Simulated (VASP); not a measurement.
Band structure of MoS$_{2}$ (2H layered). All values below come from SCAN meta-GGA, VASP's PBE PAW potentials (set 64) (plane waves; VASP).

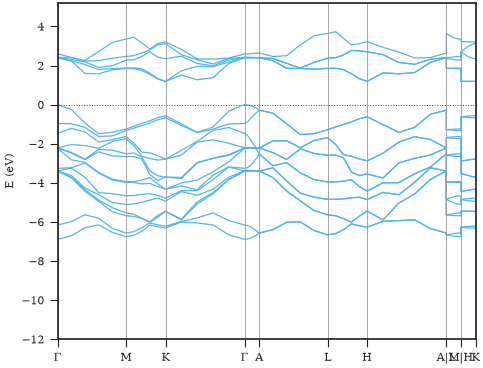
Fig. 1. Bands along high-symmetry lines, zero at the valence-band maximum or, without a gap, the Fermi level

Q: Read the plot: is there a gap, and where are the band edges?

A: The gap is indirect, 1.19 eV, from the valence maximum at Γ to the conduction minimum at K.

Measured: gap 1.29 eV (computed value off by -0.10 eV), as given by Wei Chen et al., Physical Review Materials (2018), doi:10.1103/physrevmaterials.2.073803.

The compound is MoS2 in the 2H layered structure. It was relaxed first, which changed the volume by +5 %.
